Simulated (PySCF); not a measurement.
**C2H6BNS2: NMR shifts at several levels of theory, part 1 of 2**

How much do the NMR shifts of C2H6BNS2 (`NB1SCCS1`) depend on the level of theory, and what does each level cost?

Programs: PySCF 2.14.0, with density-fitted response routines of our own. Each step states its level of theory. These are calculated values for one molecule in the gas phase, unless marked as measured. Atoms are numbered from 0 throughout.

### 1 The molecule as given

12 atoms, charge 0, multiplicity 1; geometry from: GFN2-xTB. The atoms were then displaced at random by about 0.01 Å, so the start is not that level's minimum.

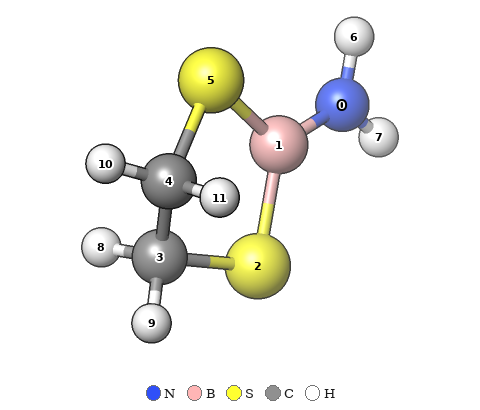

As it starts; nitrogen blue, boron pink, sulfur yellow, carbon grey, hydrogen white, atoms numbered; sticks join atoms by distance.

### 2 Optimising the geometry at PBE0-D3(BJ)/def2-SVP

Job settings and geometry (Å):

```
{"job": {"xc": "PBE0", "basis": "def2-SVP", "d3": "d3bj", "grid": 1, "shake": 0.01, "kind": "geom"}, "charge": 0, "multiplicity": 1}
N      2.560550     0.111540     0.240470
B      1.152100     0.056270     0.184510
S      0.222400    -1.469370     0.538660
C     -1.331310    -0.814380    -0.055700
C     -1.455820     0.657580     0.230340
S      0.110370     1.488370    -0.248350
H      3.061430     0.981610     0.057870
H      3.145010    -0.642030     0.448480
H     -1.412900    -1.005660    -1.105780
H     -2.155530    -1.375220     0.463680
H     -2.266700     1.133200    -0.312240
H     -1.589910     0.849820     1.313760
```

Command:

```console
OMP_NUM_THREADS=1 python probes_run.py task.json out
```

One launch serves the whole session: the jobs run in the order shown.

Output:

```text
step   0  E = -955.09777823  max force = 0.038332
step   1  E = -955.10038200  max force = 0.007467
step   2  E = -955.10116063  max force = 0.001416
step   3  E = -955.10132878  max force = 0.001312
step   4  E = -955.10137898  max force = 0.000936
step   5  E = -955.10140031  max force = 0.000478
step   6  E = -955.10140870  max force = 0.000219
optimisation converged
```

It took 61 s on 1 thread of Arm Neoverse N1, shared host; peak memory 0.53 GiB.

Along the way:

```tsv
step	energy from step 0 (eV)	largest force component (eV/Å)
0	0.0000	1.9711
1	-0.0709	0.3840
2	-0.0920	0.0728
3	-0.0966	0.0675
4	-0.0980	0.0481
5	-0.0986	0.0246
6	-0.0988	0.0113
```

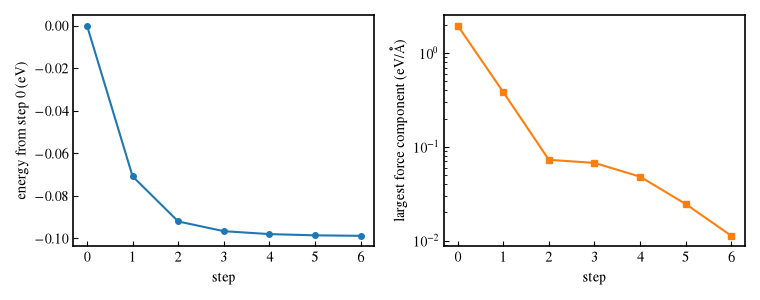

Energy and largest force along the relaxation.

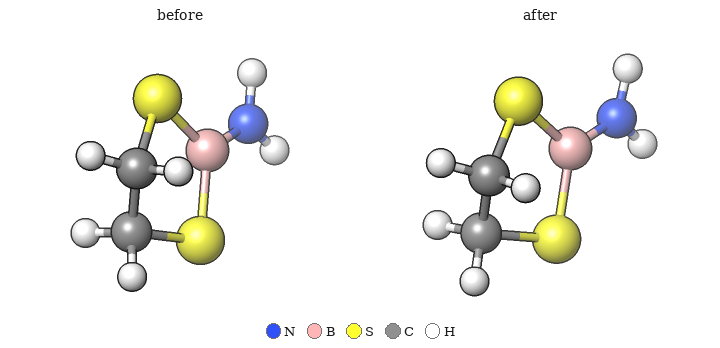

Before and after, at one scale.

Distances of close pairs at the start and the end, largest changes first:

```tsv
bond	before (Å)	after (Å)	change (Å)
S2–C3	1.788	1.826	+0.038
N0–H7	0.976	1.010	+0.034
C3–H8	1.070	1.101	+0.031
C3–H9	1.124	1.100	-0.024
C4–H10	1.085	1.101	+0.015
N0–B1	1.411	1.398	-0.012
N0–H6	1.020	1.010	-0.010
C4–S5	1.836	1.826	-0.010
```

The end geometry stands in the next job.

```tsv
at the end point	value
point group (found at 0.08 Å tolerance)	C2
rotational constants (GHz, main isotopes)	2.919, 2.633, 1.437
dipole moment (D)	0.42
```

### 3 Shielding tensors: PBE0/pcSseg-1

Job settings and geometry (Å):

```
{"job": {"kind": "nmr", "xc": "PBE0", "basis": "pcSseg-1", "pop": false}, "charge": 0, "multiplicity": 1}
N      2.510181     0.331621     0.556350
B      1.141734     0.148778     0.334876
S      0.324662    -1.479388     0.448796
C     -1.239528    -0.901930    -0.296289
C     -1.504994     0.524481     0.138201
S      0.011214     1.516341    -0.091334
H      2.943902     1.243526     0.587514
H      3.148087    -0.436126     0.713666
H     -1.153145    -0.966183    -1.392187
H     -2.043720    -1.578757     0.029673
H     -2.306367     0.983198    -0.460765
H     -1.795897     0.564154     1.199323
```

Method: GIAO PBE0/pcSseg-1 NMR shielding, non-relativistic, gas phase.

Output:

```text
coarse grid: 11288 points
cycle   1  E = -955.3296033937  dE =  7.341e-01  |g| = 3.495e-01  |ddm| = 3.227e+00
cycle   2  E = -955.3278218850  dE =  1.782e-03  |g| = 3.939e-01  |ddm| = 6.619e-01
cycle   3  E = -955.3602426754  dE = -3.242e-02  |g| = 6.527e-02  |ddm| = 3.200e-01
cycle   4  E = -955.3612370024  dE = -9.943e-04  |g| = 2.263e-02  |ddm| = 8.203e-02
cycle   5  E = -955.3613483486  dE = -1.113e-04  |g| = 4.331e-03  |ddm| = 2.394e-02
cycle   6  E = -955.3613516642  dE = -3.316e-06  |g| = 2.530e-03  |ddm| = 6.911e-03
final grid: 100344 points
cycle   7  E = -955.3966072253  dE = -1.068e-05  |g| = 1.305e-02  |ddm| = 2.938e-02
cycle   8  E = -955.3965653498  dE =  4.188e-05  |g| = 1.845e-02  |ddm| = 2.648e-02
cycle   9  E = -955.3966480008  dE = -8.265e-05  |g| = 6.496e-04  |ddm| = 1.596e-02
cycle  10  E = -955.3966480934  dE = -9.252e-08  |g| = 2.024e-04  |ddm| = 8.854e-04
cycle  11  E = -955.3966481036  dE = -1.021e-08  |g| = 8.007e-05  |ddm| = 2.631e-04
cycle  12  E = -955.3966481051  dE = -1.516e-09  |g| = 1.852e-05  |ddm| = 7.935e-05
cycle  13  E = -955.3966481052  dE = -8.504e-11  |g| = 5.136e-06  |ddm| = 2.448e-05
converged SCF energy = -955.3966481052

GIAO shielding tensors (ppm)
atom      isotropic    diamagn.    paramagn.     s11        s22        s33       span
  0 N      184.960     314.384    -129.424    110.532    219.774    224.573    114.041
  1 B       55.568     194.991    -139.424     30.926     47.293     88.484     57.558
  2 S      523.927    1057.758    -533.831    439.891    504.101    627.787    187.896
  3 C      142.710     250.353    -107.643    105.171    159.434    163.525     58.353
  4 C      142.723     250.428    -107.705    105.198    159.493    163.478     58.280
  5 S      523.542    1057.830    -534.288    438.966    504.446    627.214    188.249
  6 H       27.930      28.911      -0.981     21.383     25.508     36.900     15.517
  7 H       27.919      28.863      -0.943     21.375     25.506     36.878     15.503
  8 H       28.437      30.324      -1.887     22.892     26.709     35.709     12.818
  9 H       28.456      29.486      -1.030     22.489     26.310     36.568     14.079
 10 H       28.447      29.580      -1.134     22.490     26.303     36.547     14.057
 11 H       28.437      30.093      -1.656     22.891     26.702     35.717     12.826
```

Wall time 19 s (1 thread of Arm Neoverse N1, shared host); peak memory 0.81 GiB.

The references, computed at this level on geometries of the same kind, shield at (ppm): 1H TMS 31.27, 13C TMS 184.4, 15N NH3 265.7, 11B BF3·OEt2 100.7, 33S CS2 496. Their shielding less the atom's gives the shift. The references are single molecules in the gas phase, so shifts against H2O, NH3, PH3, H3PO4 or CFCl3 are not on the usual liquid scales and can be off by tens of ppm. Atoms listed in one row are averaged.

```tsv
atoms	environment	σ (ppm)	δ (ppm)	δ scaled to CDCl3
C3, C4	sp3 CH2 bonded to S	142.7	41.7	36.4
H6, H7	hydrogen on a nitrogen bonded to B	27.92	3.34	–
H8, H9, H10, H11	hydrogen on an sp3 CH2 bonded to S	28.44	2.82	2.89
N0	nitrogen bonded to B, 2 H	185.0	80.7	–
B1	boron bonded to N, 2 S, in a 5-membered ring	55.6	45.2	–
S2, S5	sulfur bonded to C, B, in a 5-membered ring	524	-28	–
```

The scaled column applies a straight-line fit of computed shieldings to shifts measured in CDCl3, with any fitted terms for Cl, Br or S neighbours (root-mean-square error 0.21 ppm for H, 2.0 ppm for C).

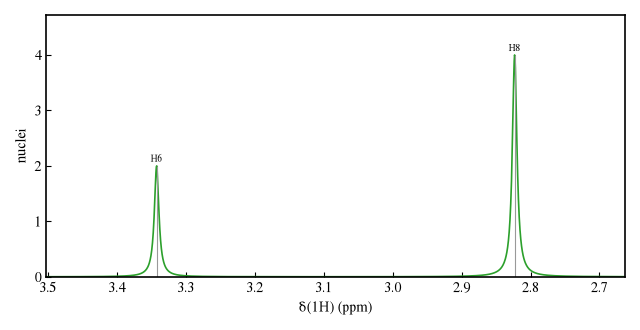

1H lines at the computed shifts, without couplings. Lines are broadened to a width of 0.01 ppm (Lorentzian).

Ring of atoms B1, S2, C3, C4, S5: NICS(0) -7.6, NICS(1) -4.7, NICS(1)zz -2.2 ppm (means of both faces). The ring holds saturated atoms, so no π current runs round it: these values come from its σ bonds, any local π bonds and neighbouring rings, and say nothing of aromaticity.

### 4 Nuclear shieldings: mPW1PW91/pcSseg-1

The job, as its differences from that of step 3:

```diff
@@ -1,2 +1,2 @@
-{"job": {"kind": "nmr", "xc": "PBE0", "basis": "pcSseg-1", "pop": false}, "charge": 0, "multiplicity": 1}
+{"job": {"kind": "nmr", "xc": "mPW1PW91", "basis": "pcSseg-1", "pop": false}, "charge": 0, "multiplicity": 1}
 N      2.510181     0.331621     0.556350
```

With the program's defaults for keys left out, this is: GIAO mPW1PW91/pcSseg-1 NMR shielding, non-relativistic, gas phase.

Output:

```text
coarse grid: 11288 points
cycle   1  E = -955.8006581388  dE =  7.345e-01  |g| = 3.577e-01  |ddm| = 3.223e+00
cycle   2  E = -955.7986381583  dE =  2.020e-03  |g| = 4.046e-01  |ddm| = 6.797e-01
cycle   3  E = -955.8327443133  dE = -3.411e-02  |g| = 6.604e-02  |ddm| = 3.264e-01
cycle   4  E = -955.8337672536  dE = -1.023e-03  |g| = 2.258e-02  |ddm| = 8.309e-02
cycle   5  E = -955.8338769266  dE = -1.097e-04  |g| = 4.374e-03  |ddm| = 2.380e-02
cycle   6  E = -955.8338803501  dE = -3.424e-06  |g| = 2.528e-03  |ddm| = 6.959e-03
final grid: 100344 points
cycle   7  E = -955.8684331559  dE = -1.500e-05  |g| = 1.007e-02  |ddm| = 2.408e-02
cycle   8  E = -955.8684083686  dE =  2.479e-05  |g| = 1.419e-02  |ddm| = 2.039e-02
cycle   9  E = -955.8684571584  dE = -4.879e-05  |g| = 4.998e-04  |ddm| = 1.229e-02
cycle  10  E = -955.8684572089  dE = -5.050e-08  |g| = 1.808e-04  |ddm| = 6.958e-04
cycle  11  E = -955.8684572171  dE = -8.212e-09  |g| = 7.035e-05  |ddm| = 2.347e-04
cycle  12  E = -955.8684572182  dE = -1.142e-09  |g| = 1.589e-05  |ddm| = 6.572e-05
cycle  13  E = -955.8684572183  dE = -6.639e-11  |g| = 4.093e-06  |ddm| = 2.075e-05
converged SCF energy = -955.8684572183

GIAO shielding tensors (ppm)
atom      isotropic    diamagn.    paramagn.     s11        s22        s33       span
  0 N      184.201     314.514    -130.313    110.116    218.683    223.804    113.688
  1 B       55.265     195.086    -139.820     30.720     46.854     88.221     57.501
  2 S      520.771    1057.986    -537.215    436.134    500.542    625.637    189.503
  3 C      141.744     250.379    -108.634    104.234    158.491    162.508     58.274
  4 C      141.757     250.452    -108.695    104.259    158.550    162.463     58.203
  5 S      520.393    1058.059    -537.666    435.212    500.909    625.058    189.846
  6 H       27.993      28.951      -0.959     21.457     25.594     36.927     15.470
  7 H       27.982      28.903      -0.921     21.449     25.592     36.905     15.455
  8 H       28.491      30.375      -1.884     22.988     26.763     35.722     12.734
  9 H       28.515      29.499      -0.984     22.581     26.377     36.587     14.006
 10 H       28.506      29.598      -1.092     22.582     26.370     36.567     13.985
 11 H       28.491      30.131      -1.640     22.987     26.756     35.730     12.743
```

It took 19 s on 1 thread of Arm Neoverse N1, shared host; peak memory 0.81 GiB.

In short: δ C3 41.8, N0 80.0, B1 45.5, S2 -28, H6 3.33, H8 2.82 ppm (means over like atoms).

### 5 Shielding tensors: WP04/pcSseg-1

The job, as its differences from that of step 4:

```diff
@@ -1,2 +1,2 @@
-{"job": {"kind": "nmr", "xc": "mPW1PW91", "basis": "pcSseg-1", "pop": false}, "charge": 0, "multiplicity": 1}
+{"job": {"kind": "nmr", "xc": "WP04", "basis": "pcSseg-1", "pop": false}, "charge": 0, "multiplicity": 1}
 N      2.510181     0.331621     0.556350
```

Level: GIAO WP04/pcSseg-1 NMR shielding, non-relativistic, gas phase.

Output:

```text
coarse grid: 11288 points
cycle   1  E = -967.4217445076  dE =  6.362e-01  |g| = 6.927e-01  |ddm| = 3.293e+00
cycle   2  E = -967.3553375177  dE =  6.641e-02  |g| = 8.747e-01  |ddm| = 1.246e+00
cycle   3  E = -967.5173183489  dE = -1.620e-01  |g| = 1.586e-01  |ddm| = 6.551e-01
cycle   4  E = -967.5230212309  dE = -5.703e-03  |g| = 2.178e-02  |ddm| = 1.555e-01
cycle   5  E = -967.5231111242  dE = -8.989e-05  |g| = 9.345e-03  |ddm| = 2.830e-02
cycle   6  E = -967.5231292656  dE = -1.814e-05  |g| = 4.300e-03  |ddm| = 1.317e-02
cycle   7  E = -967.5231346079  dE = -5.342e-06  |g| = 4.933e-04  |ddm| = 4.742e-03
final grid: 100344 points
cycle   8  E = -967.5694889451  dE = -3.864e-05  |g| = 8.333e-03  |ddm| = 2.492e-02
cycle   9  E = -967.5694644457  dE =  2.450e-05  |g| = 1.333e-02  |ddm| = 1.409e-02
cycle  10  E = -967.5695043818  dE = -3.994e-05  |g| = 5.339e-04  |ddm| = 9.322e-03
cycle  11  E = -967.5695044601  dE = -7.826e-08  |g| = 1.813e-04  |ddm| = 9.360e-04
cycle  12  E = -967.5695044671  dE = -7.052e-09  |g| = 6.408e-05  |ddm| = 2.372e-04
cycle  13  E = -967.5695044682  dE = -1.034e-09  |g| = 2.363e-05  |ddm| = 9.001e-05
cycle  14  E = -967.5695044683  dE = -1.176e-10  |g| = 4.301e-06  |ddm| = 1.937e-05
converged SCF energy = -967.5695044683

GIAO shielding tensors (ppm)
atom      isotropic    diamagn.    paramagn.     s11        s22        s33       span
  0 N      175.500     316.600    -141.100    106.657    205.514    214.329    107.672
  1 B       45.948     197.078    -151.130     23.322     34.425     80.097     56.774
  2 S      472.246    1062.208    -589.962    380.389    446.357    589.991    209.602
  3 C      127.397     251.688    -124.291     88.765    145.012    148.413     59.649
  4 C      127.405     251.747    -124.342     88.784    145.003    148.430     59.646
  5 S      471.890    1062.321    -590.431    379.530    446.867    589.274    209.744
  6 H       28.347      29.296      -0.950     22.008     26.262     36.770     14.762
  7 H       28.337      29.240      -0.903     22.001     26.259     36.749     14.748
  8 H       28.798      31.203      -2.404     23.773     27.147     35.474     11.701
  9 H       28.891      29.455      -0.564     23.418     26.890     36.364     12.946
 10 H       28.883      29.652      -0.770     23.418     26.884     36.346     12.927
 11 H       28.798      30.693      -1.895     23.772     27.140     35.480     11.708
```

Wall time 19 s (1 thread of Arm Neoverse N1, shared host); peak memory 0.8 GiB.

Key values: δ C3 45.0, N0 71.4, B1 49.8, S2 -10, H6 3.22, H8 2.72 ppm (means over like atoms).

### 6 Shielding tensors: B97-2/pcSseg-1

The job, as its differences from that of step 5:

```diff
@@ -1,2 +1,2 @@
-{"job": {"kind": "nmr", "xc": "WP04", "basis": "pcSseg-1", "pop": false}, "charge": 0, "multiplicity": 1}
+{"job": {"kind": "nmr", "xc": "B97-2", "basis": "pcSseg-1", "pop": false}, "charge": 0, "multiplicity": 1}
 N      2.510181     0.331621     0.556350
```

Level: GIAO B97-2/pcSseg-1 NMR shielding, non-relativistic, gas phase.

Output:

```text
coarse grid: 11288 points
cycle   1  E = -955.8014602433  dE =  7.046e-01  |g| = 3.687e-01  |ddm| = 3.229e+00
cycle   2  E = -955.7965696250  dE =  4.891e-03  |g| = 4.284e-01  |ddm| = 7.252e-01
cycle   3  E = -955.8352961258  dE = -3.873e-02  |g| = 6.979e-02  |ddm| = 3.516e-01
cycle   4  E = -955.8364878629  dE = -1.192e-03  |g| = 2.131e-02  |ddm| = 8.705e-02
cycle   5  E = -955.8365827636  dE = -9.490e-05  |g| = 4.785e-03  |ddm| = 2.230e-02
cycle   6  E = -955.8365871399  dE = -4.376e-06  |g| = 2.564e-03  |ddm| = 7.444e-03
final grid: 100344 points
cycle   7  E = -955.8641725820  dE = -3.981e-05  |g| = 4.666e-03  |ddm| = 2.182e-02
cycle   8  E = -955.8641671346  dE =  5.447e-06  |g| = 6.304e-03  |ddm| = 1.015e-02
cycle   9  E = -955.8641777552  dE = -1.062e-05  |g| = 5.501e-04  |ddm| = 6.370e-03
cycle  10  E = -955.8641777970  dE = -4.186e-08  |g| = 2.278e-04  |ddm| = 6.018e-04
cycle  11  E = -955.8641778110  dE = -1.398e-08  |g| = 4.712e-05  |ddm| = 2.630e-04
cycle  12  E = -955.8641778115  dE = -4.854e-10  |g| = 1.674e-05  |ddm| = 5.128e-05
converged SCF energy = -955.8641778115

GIAO shielding tensors (ppm)
atom      isotropic    diamagn.    paramagn.     s11        s22        s33       span
  0 N      185.890     314.452    -128.563    114.773    217.885    225.010    110.237
  1 B       57.628     195.244    -137.616     33.968     50.188     88.729     54.760
  2 S      526.457    1058.409    -531.952    441.608    507.541    630.222    188.614
  3 C      141.748     250.253    -108.505    104.759    158.421    162.064     57.305
  4 C      141.759     250.325    -108.566    104.782    158.470    162.026     57.244
  5 S      526.086    1058.486    -532.401    440.695    507.953    629.609    188.914
  6 H       28.096      29.030      -0.935     21.570     25.704     37.013     15.443
  7 H       28.085      28.981      -0.896     21.562     25.702     36.991     15.429
  8 H       28.538      30.480      -1.942     23.061     26.819     35.734     12.673
  9 H       28.555      29.515      -0.960     22.665     26.449     36.550     13.885
 10 H       28.546      29.625      -1.079     22.666     26.442     36.530     13.864
 11 H       28.538      30.207      -1.669     23.060     26.812     35.741     12.682
```

Run time: 18 s. Hardware: 1 thread of Arm Neoverse N1, shared host; peak memory 0.8 GiB.

This run: δ C3 41.9, N0 77.0, B1 44.2, S2 -26, H6 3.28, H8 2.83 ppm (means over like atoms).

### 7 Shielding tensors: BHandHLYP/pcSseg-1

The job, as its differences from that of step 6:

```diff
@@ -1,2 +1,2 @@
-{"job": {"kind": "nmr", "xc": "B97-2", "basis": "pcSseg-1", "pop": false}, "charge": 0, "multiplicity": 1}
+{"job": {"kind": "nmr", "xc": "BHandHLYP", "basis": "pcSseg-1", "pop": false}, "charge": 0, "multiplicity": 1}
 N      2.510181     0.331621     0.556350
```

Level: GIAO BHandHLYP/pcSseg-1 NMR shielding, non-relativistic, gas phase.

Output:

```text
coarse grid: 11288 points
cycle   1  E = -955.6920615599  dE =  9.054e-01  |g| = 3.516e-01  |ddm| = 3.150e+00
cycle   2  E = -955.7122552460  dE = -2.019e-02  |g| = 2.882e-01  |ddm| = 6.179e-01
cycle   3  E = -955.7298847099  dE = -1.763e-02  |g| = 5.631e-02  |ddm| = 2.758e-01
cycle   4  E = -955.7306454579  dE = -7.607e-04  |g| = 2.002e-02  |ddm| = 6.644e-02
cycle   5  E = -955.7307482165  dE = -1.028e-04  |g| = 3.371e-03  |ddm| = 2.415e-02
cycle   6  E = -955.7307511165  dE = -2.900e-06  |g| = 1.128e-03  |ddm| = 5.034e-03
final grid: 100344 points
cycle   7  E = -955.7567530601  dE = -1.133e-05  |g| = 3.694e-03  |ddm| = 9.759e-03
cycle   8  E = -955.7567529870  dE =  7.313e-08  |g| = 3.778e-03  |ddm| = 4.957e-03
cycle   9  E = -955.7567562034  dE = -3.216e-06  |g| = 1.837e-04  |ddm| = 2.617e-03
cycle  10  E = -955.7567562120  dE = -8.629e-09  |g| = 8.983e-05  |ddm| = 3.109e-04
cycle  11  E = -955.7567562140  dE = -1.976e-09  |g| = 2.048e-05  |ddm| = 1.259e-04
cycle  12  E = -955.7567562141  dE = -1.069e-10  |g| = 6.832e-06  |ddm| = 2.365e-05
converged SCF energy = -955.7567562141

GIAO shielding tensors (ppm)
atom      isotropic    diamagn.    paramagn.     s11        s22        s33       span
  0 N      187.986     314.783    -126.796    113.451    220.435    230.074    116.623
  1 B       54.904     194.014    -139.110     29.205     45.829     89.679     60.473
  2 S      537.544    1057.896    -520.352    454.939    506.689    651.003    196.063
  3 C      144.101     249.311    -105.210    108.768    158.818    164.717     55.948
  4 C      144.117     249.379    -105.261    108.796    158.876    164.680     55.884
  5 S      537.177    1057.968    -520.792    454.005    507.108    650.417    196.412
  6 H       28.178      29.013      -0.835     21.409     25.785     37.340     15.931
  7 H       28.167      28.963      -0.796     21.400     25.782     37.318     15.918
  8 H       28.734      30.488      -1.754     23.205     26.951     36.046     12.841
  9 H       28.761      29.593      -0.832     22.808     26.514     36.962     14.154
 10 H       28.753      29.694      -0.940     22.809     26.508     36.944     14.135
 11 H       28.733      30.231      -1.499     23.203     26.943     36.052     12.850
```

Run time: 18 s. Hardware: 1 thread of Arm Neoverse N1, shared host; peak memory 0.81 GiB.

In short: δ C3 39.9, N0 77.0, B1 49.7, S2 -45, H6 3.27, H8 2.70 ppm (means over like atoms).

### 8 Nuclear shieldings: CAM-B3LYP/pcSseg-1

The job, as its differences from that of step 7:

```diff
@@ -1,2 +1,2 @@
-{"job": {"kind": "nmr", "xc": "BHandHLYP", "basis": "pcSseg-1", "pop": false}, "charge": 0, "multiplicity": 1}
+{"job": {"kind": "nmr", "xc": "CAM-B3LYP", "basis": "pcSseg-1", "pop": false}, "charge": 0, "multiplicity": 1}
 N      2.510181     0.331621     0.556350
```

Level: GIAO CAM-B3LYP/pcSseg-1 NMR shielding, non-relativistic, gas phase.

Output:

```text
coarse grid: 11288 points
cycle   1  E = -955.7149318800  dE =  8.799e-01  |g| = 3.795e-01  |ddm| = 3.154e+00
cycle   2  E = -955.7296729789  dE = -1.474e-02  |g| = 3.651e-01  |ddm| = 6.829e-01
cycle   3  E = -955.7568131998  dE = -2.714e-02  |g| = 5.309e-02  |ddm| = 2.935e-01
cycle   4  E = -955.7574804083  dE = -6.672e-04  |g| = 2.206e-02  |ddm| = 7.064e-02
cycle   5  E = -955.7575949558  dE = -1.145e-04  |g| = 4.170e-03  |ddm| = 2.569e-02
cycle   6  E = -955.7575992973  dE = -4.342e-06  |g| = 1.266e-03  |ddm| = 6.932e-03
final grid: 100344 points
cycle   7  E = -955.7987105500  dE = -1.827e-05  |g| = 4.353e-03  |ddm| = 1.093e-02
cycle   8  E = -955.7987099230  dE =  6.269e-07  |g| = 4.745e-03  |ddm| = 5.567e-03
cycle   9  E = -955.7987147117  dE = -4.789e-06  |g| = 2.565e-04  |ddm| = 2.910e-03
cycle  10  E = -955.7987147252  dE = -1.353e-08  |g| = 1.190e-04  |ddm| = 3.749e-04
cycle  11  E = -955.7987147283  dE = -3.116e-09  |g| = 2.953e-05  |ddm| = 1.455e-04
cycle  12  E = -955.7987147286  dE = -2.642e-10  |g| = 9.533e-06  |ddm| = 4.290e-05
converged SCF energy = -955.7987147286

GIAO shielding tensors (ppm)
atom      isotropic    diamagn.    paramagn.     s11        s22        s33       span
  0 N      186.526     313.889    -127.364    112.715    218.906    227.956    115.241
  1 B       50.474     195.056    -144.582     24.085     40.174     87.164     63.079
  2 S      517.079    1058.316    -541.238    431.550    489.713    629.972    198.422
  3 C      141.974     249.627    -107.653    105.783    157.090    163.047     57.264
  4 C      141.992     249.690    -107.698    105.812    157.152    163.011     57.199
  5 S      516.690    1058.390    -541.700    430.581    490.136    629.355    198.774
  6 H       28.087      28.996      -0.909     21.536     25.697     37.029     15.493
  7 H       28.077      28.948      -0.871     21.528     25.695     37.007     15.479
  8 H       28.610      30.585      -1.975     23.085     26.940     35.804     12.720
  9 H       28.652      29.524      -0.872     22.768     26.521     36.667     13.899
 10 H       28.644      29.640      -0.996     22.769     26.514     36.648     13.879
 11 H       28.609      30.292      -1.683     23.084     26.933     35.811     12.727
```

Run time: 26 s. Hardware: 1 thread of Arm Neoverse N1, shared host; peak memory 0.88 GiB.

In short: δ C3 40.5, N0 80.8, B1 48.9, S2 -30, H6 3.25, H8 2.70 ppm (means over like atoms).

(Continued in part 2 of 2.)
